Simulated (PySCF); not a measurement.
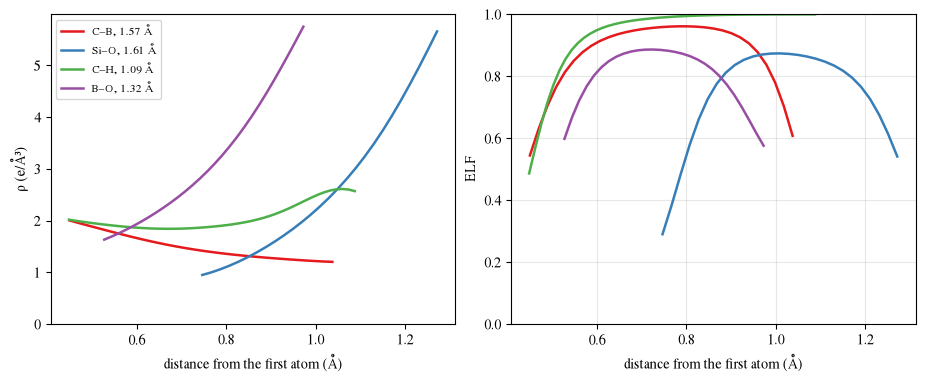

The picture shows: C₂H₁₀B₂OSi (SMILES CBCBO[SiH3]). Electron density and electron localisation function along straight lines between neighbouring atoms. The curves leave out the atomic cores.

Geometry: GFN2-xTB.

All numbers below come from wB97X-D/def2-SVPD, SCF density, gas phase in PySCF 2.14.0.

```xyz
16

C    -2.6339   -0.3398    0.1477
B    -1.1390   -0.7430    0.4341
C    -0.2579    0.0668    1.4439
B     0.4747    1.1940    0.5817
O     1.5945    0.9416   -0.0672
Si    2.7655   -0.0492   -0.5701
H    -3.3006   -1.0913    0.5732
H    -2.9223    0.6217    0.5654
H    -2.8525   -0.3244   -0.9193
H    -0.6761   -1.6592   -0.1379
H    -0.8504    0.5396    2.2246
H     0.5034   -0.5626    1.9036
H     0.0224    2.2795    0.4870
H     2.6029   -0.0901   -2.0222
H     3.9906    0.6180   -0.1305
H     2.6708   -1.3925    0.0093
```

What can be read from the curves?

C–B (1.57 Å): the density is about 1.4 e/Å³ at the midpoint; the ELF peaks at about 0.95 between the atoms: localised, covalent bonding.
Si–O (1.61 Å): ρ is about 1.1 e/Å³ halfway; the ELF peaks at about 0.85 between the atoms; a polar covalent bond.
C–H (1.09 Å): ρ at the midpoint is about 1.9 e/Å³; the ELF climbs to about 1 towards the hydrogen, as it does in any bond to H (a covalent bond by its length).
B–O (1.32 Å): the density is about 2.2 e/Å³ at the midpoint; the ELF peaks at about 0.90 between the atoms, as expected for a short, strongly polar bond.
